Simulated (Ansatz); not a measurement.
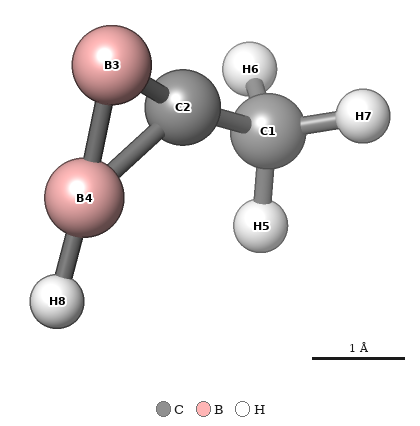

**Figure 1.** The structure as given in the input (ball-and-stick view, seen at a tilt; atoms are numbered from 1 in the order of the input).

Single-point calculation, with input and output: C$_{2}$H$_{4}$B$_{2}$

The run: single-point calculation of C$_{2}$H$_{4}$B$_{2}$. Method and program: RHF-CCSD(T), frozen core/def2-TZVPP (Ansatz 0.2.0).

The geometry is a minimum found at another level. The geometry comes from this level: PBE0-D4/def2-TZVP.

**The program's output**
```
Functional definition: HF
  name "HF"
  cite "Fock, Z. Phys. 61, 126 (1930) doi:10.1007/BF01340294"
  parent pbe
  exchange = exact_x
  correlation = 0
1066 factors; integrals over basis functions are off by at most 1.1e-3 eV
mean field evaluation 1: about -3461.9861 eV, gradient 3.3e1 eV
mean field evaluation 2: about -3461.9918 eV, gradient 3.3e1 eV
mean field evaluation 4: about -3465.1409 eV, gradient 5.3e0 eV
mean field evaluation 8: about -3465.2449 eV, gradient 1.6e-1 eV
mean field evaluation 16: about -3465.2310 eV, gradient 1.2e0 eV
mean field -3465.24536783 eV, -127.3454184402 hartree, gradient 4.0e-6 eV, S^2 0.000000; 0 other end points of the search recorded, 0 dependent functions left out; unrestricted orbitals would lower it
4 core orbitals not correlated: weight in the atoms' cores, before any rotation towards them, 1.000 or more for the frozen orbitals, at most 0.000 for the correlated occupied ones
reference -3465.24536783 eV, -127.3454184402 hartree; 9, 9 occupied and 167, 167 virtual orbitals, 1066 factors
second order -14.26374028 eV of doubles, -0.00000000 eV of singles
cycle   1  -14.46185759 eV  change   -2.0e-1 eV  update   9.6e-2
cycle   2  -14.89368646 eV  change   -4.3e-1 eV  update   3.2e-2
cycle   3  -14.98992152 eV  change   -9.6e-2 eV  update   1.6e-2
cycle   4  -14.98559340 eV  change    4.3e-3 eV  update   4.8e-3
cycle   5  -14.98600724 eV  change   -4.1e-4 eV  update   2.5e-3
cycle   6  -14.98606660 eV  change   -5.9e-5 eV  update   8.1e-4
cycle   7  -14.98579755 eV  change    2.7e-4 eV  update   3.4e-4
cycle   8  -14.98584095 eV  change   -4.3e-5 eV  update   1.5e-4
cycle   9  -14.98584545 eV  change   -4.5e-6 eV  update   5.8e-5
cycle  10  -14.98580533 eV  change    4.0e-5 eV  update   2.6e-5
cycle  11  -14.98582282 eV  change   -1.7e-5 eV  update   1.3e-5
cycle  12  -14.98582280 eV  change    2.0e-8 eV  update   4.5e-6
```

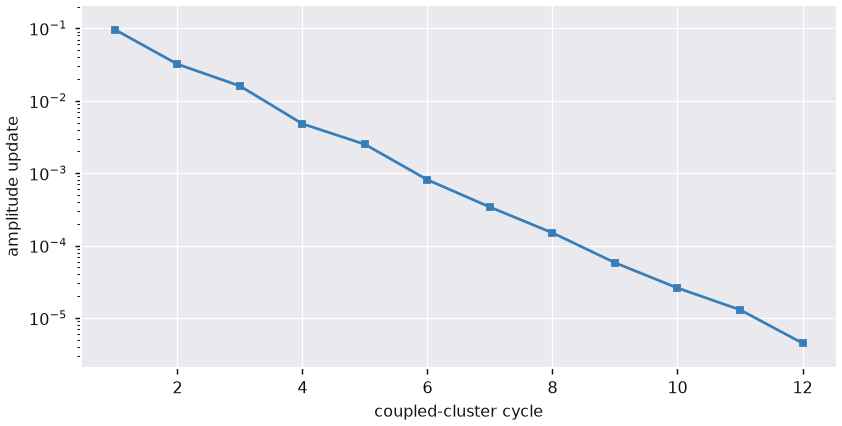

**Figure 2.** Convergence of the coupled-cluster equations: amplitude update against the coupled-cluster cycle. The residual falls at every step.

```
perturbative correction -0.82948172 eV, -0.0304828911 hartree
Total energy: -3481.06067235 eV, -127.9266201614 hartree
```

This output came from the following input.

**Input file**
```yaml
crystal:
  periodic: [false, false, false]
  atoms:
    - {symbol: C, position_ang: [-0.255594, 1.002126, -0.318196]}
    - {symbol: C, position_ang: [0.536508, -0.045494, 0.332599]}
    - {symbol: B, position_ang: [1.421291, -0.844441, 0.999162]}
    - {symbol: B, position_ang: [0.271792, -1.636551, 0.431368]}
    - {symbol: H, position_ang: [-1.151323, 0.596489, -0.795391]}
    - {symbol: H, position_ang: [-0.569425, 1.752928, 0.412038]}
    - {symbol: H, position_ang: [0.337608, 1.509545, -1.083689]}
    - {symbol: H, position_ang: [-0.590858, -2.334612, 0.022118]}
basis:
  gaussian: {orbitals: def2-TZVPP}
correlation: {method: ccsd_t}
```

Command:
```bash
ansatz run in.yaml --threads 2 --pin off --events-out ev --progress --plain --max-ram 4352MiB
```

**Summary**

```tsv
quantity	value
outcome	converged
total energy	−3481.0607 eV
mean-field energy	−3465.2454 eV
CCSD correlation	−14.9858 eV
(T) correction	−0.8295 eV
T1 diagnostic	0.015
SCF solution under orbital rotations	stable within restricted orbitals
hardware	2 threads of Arm Neoverse V2, 95 GiB of memory available, shared host
wall time	33 s (CPU time 63 s)
peak memory	1.8 GiB
```
